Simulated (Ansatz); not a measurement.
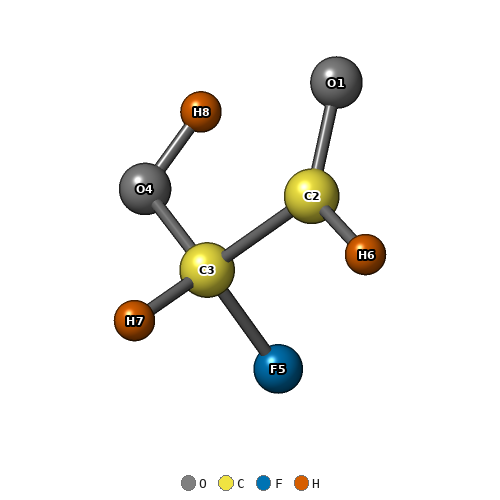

The system is C2H3FO2, SMILES O=CC(O)F; the picture shows the reference structure. Coordinates scanned: (1) dihedral C2–C3–O4–H8; (2) dihedral O1–C2–C3–O4. Nothing is relaxed (all other coordinates rigid). The grid has 9 × 9 points. Points are written as (first, second). Energies are in kJ/mol, from the lowest grid point. All numbers below come from Ansatz, RKS PBE0-D4/def2-TZVP.

Its coordinates:

```
atom    x (Å)    y (Å)    z (Å)
   O  -1.6738   0.1109   0.4484
   C  -0.8384   0.2916  -0.3910
   C   0.6356   0.0209  -0.0987
   O   0.8315  -0.3254   1.1917
   F   0.9667  -1.0120  -0.9707
   H  -1.0871   0.6098  -1.4192
   H   1.2799   0.8651  -0.3643
   H  -0.0221  -0.6179   1.5480
```

Range: dihedral C2–C3–O4–H8 from −180 to 140°; dihedral O1–C2–C3–O4 from −180 to 140°.

**Predict the map.**

The lowest grid point is at (20°, −20°). The bottom of the well lies between grid points, at about (25°, −10°), about 2 kJ/mol lower on the interpolated surface. There are further wells near (60°, 100°) (14.5 kJ/mol above the lowest at that grid point); (−180°, 140°) (15.3 kJ/mol above the lowest at that grid point). The highest grid point, (−60°, −60°), lies 55.9 kJ/mol above the lowest. On the interpolated surface the easiest way out of the lowest well to the well at about (55°, 115°) passes a barrier of about 20 kJ/mol, counted from the interpolated bottom of the well. Round the minimum the valley is somewhat tilted: raising dihedral C2–C3–O4–H8 shifts the best value of dihedral O1–C2–C3–O4 downwards (coupling k₁₂/√(k₁₁k₂₂) about 0.4).

```csv
"dihedral O1–C2–C3–O4 ↓, dihedral C2–C3–O4–H8 →",−180,−140,−100,−60,−20,20,60,100,140
140,15.3,18.6,30.2,38.9,36.4,21.1,15.5,24.4,24.2
100,16.4,18.4,26.9,32.6,32.0,20.3,14.5,24.2,25.1
60,20.1,21.8,29.6,29.0,24.0,19.1,18.8,29.8,30.2
20,20.2,22.8,31.7,27.9,8.6,3.7,13.5,28.8,29.9
−20,25.6,30.1,41.5,42.9,23.7,0.0,9.1,29.3,33.2
−60,31.8,36.7,49.8,55.9,45.9,21.4,17.0,35.3,39.4
−100,29.2,33.5,47.1,54.6,49.0,30.8,22.8,35.3,38.0
−140,23.0,28.1,42.4,49.6,43.6,29.9,23.5,32.0,31.8
−180,19.5,24.7,38.9,47.1,41.5,27.1,22.4,30.3,28.6
```

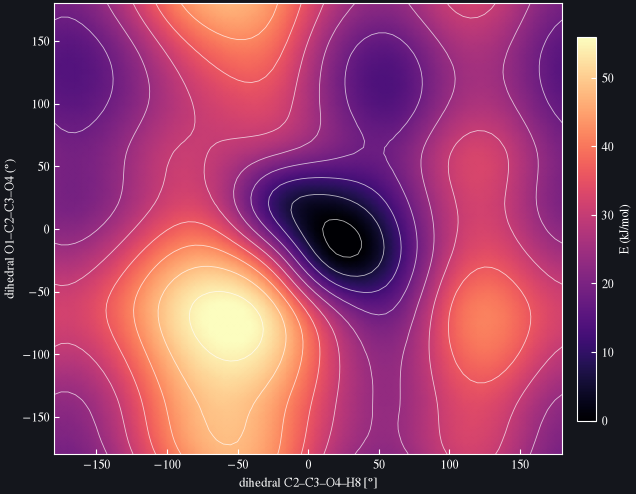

In the figure: a smooth colour map with a few white contour lines. Between grid points the surface is interpolated.

Each point was launched as `ansatz run input.yaml --threads 1 --pin off --max-ram 2560MiB --backend cpu --events-out ev --progress --plain --runs-dir out`. Time for the 81 points that were run: 11 min on 1 thread of Intel(R) Xeon(R) Platinum 8259CL CPU @ 2.50GHz (Skylake/Cascade Lake) (shared host).
